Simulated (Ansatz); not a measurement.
## Ligand exchange: CHBr2Cl + ICl → CHBr2I + Cl2

Species: CHBr2Cl (chlorodibromomethane) `ClC(Br)Br`, singlet; ICl (iodine monochloride), singlet; CHBr2I (dibromoiodomethane) `BrC(Br)I`, singlet; Cl2 (chlorine), singlet. The partners trade Cl for I: C–Cl and Cl–I bonds give way to C–I and Cl–Cl.

Shapes, held fixed at every level: PBE0-D4/def2-TZVP. Programs: Ansatz 0.2.0. The zero-point and thermal change to 298 K, harmonic and unscaled (PBE0-D4/def2-TZVP), is -1.1 kJ/mol.

```csv
level,kind,ΔH(298 K) (kJ/mol),less CCSD(T)/def2-TZVPP
HF/def2-TZVPP,Hartree–Fock,+97.1,+19.1
B3LYP-D4/def2-TZVPP,global hybrid,+83.8,+5.8
BHLYP-D4/def2-TZVPP,global hybrid,+87.1,+9.1
PBE0-D4/def2-TZVPP,global hybrid,+84.3,+6.3
MP2/def2-SVP,perturbation theory,+86.8,+8.8
MP2/def2-TZVPP,perturbation theory,+75.2,-2.8
CCSD/def2-SVP,coupled cluster or CI,+88.6,+10.6
CCSD(T)/def2-TZVPP,coupled cluster or CI,+78.0,0.0
```

The highest level, CCSD(T)/def2-TZVPP, gives ΔH(298 K) = +78.0 kJ/mol; the levels span +75.2 to +97.1. The column of differences is taken from that level and isn't an error. No measured value is set beside it here. For atoms past krypton def2 sets carry core potentials with scalar relativity. Relativity is left out for Br. Outer-core shells of Br, I are correlated in most correlated rows, in sets that cover them unevenly.

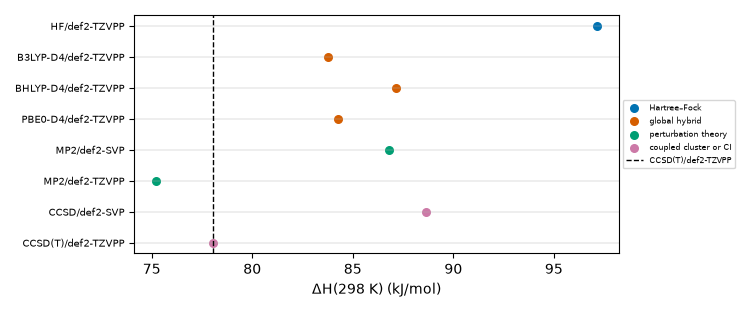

The values of the table, level by level.
